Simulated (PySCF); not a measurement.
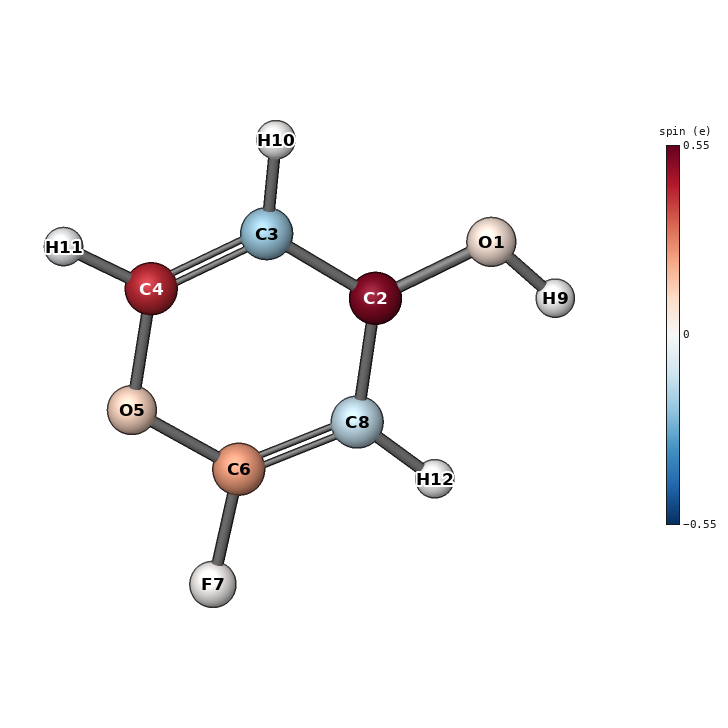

Atoms are coloured by their Mulliken spin populations. The species is neutral and a spin doublet. The geometry was computed by an optimisation with GFN2-xTB. No frequency run is at hand to confirm it as a minimum. Level of theory: UKS B3LYP, pcH-1 on C F H O, non-relativistic (PySCF 2.14.0).

List the Mulliken spin populations.

```csv
atom,value (e)
O1,0.07
C2,0.50
C3,−0.20
C4,0.42
O5,0.12
C6,0.23
F7,0.01
C8,−0.13
H9,0.00
H10,0.01
H11,−0.02
H12,0.00
```

Mulliken values depend strongly on the basis set.
